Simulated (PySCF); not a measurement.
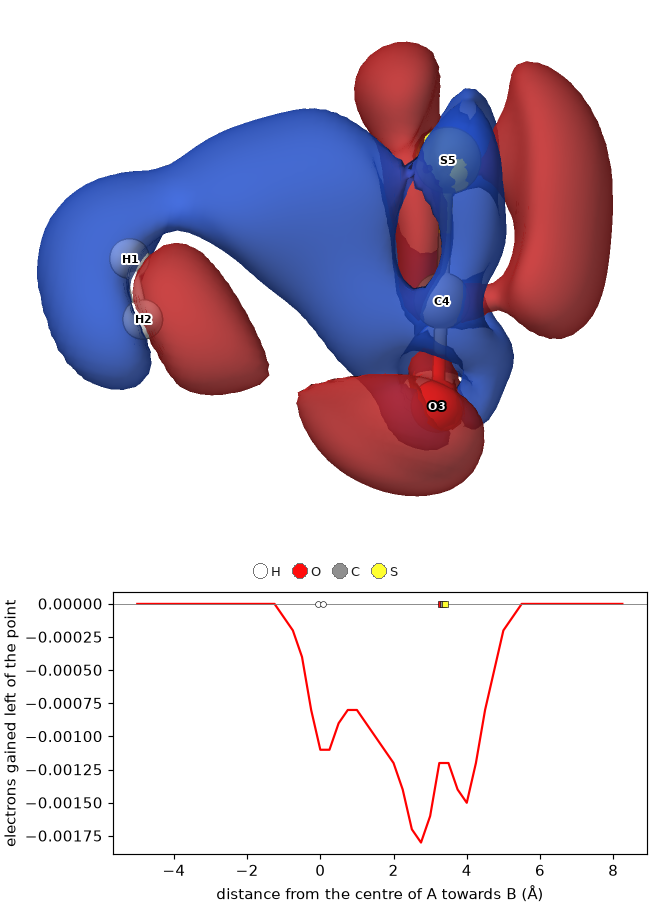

*CH$_{2}$OS, SMILES `[H][H].O=C=S`. Density of the complex less the densities of the two fragments at the same geometry, ±0.0001 e/Å³ (red: gain, blue: loss). Fragment A: H2 (atoms 1–2); fragment B: CSO. Below: the charge-displacement curve along the line of centres (A on the left).*

Method: r2SCAN/def2-TZVP; geometry: GFN2-xTB; program: PySCF. GFN2-xTB bond lengths at metals and heavier atoms can be off by up to 0.1 Å and shapes distorted, which carries into these values.

Q: How is the density rearranged on binding?

A: Hirshfeld charges show almost no net transfer (under 0.005 e). 0.00 e is displaced in all, which induces a dipole of 0.03 D.

Q: What is the interaction energy, and which contacts carry it?

A: The counterpoise-corrected interaction energy of the frozen fragments is −0.1 kcal/mol without dispersion correction and −0.2 kcal/mol with D3(BJ). The pair geometry is semi-empirical, not a minimum at this level. Contacts: H1···C4, 3.45 Å, ρ = 0.003 a.u., a bond path close to vanishing (ellipticity 1.9). The pose is a local one from a semi-empirical search, not shown to be the most stable.
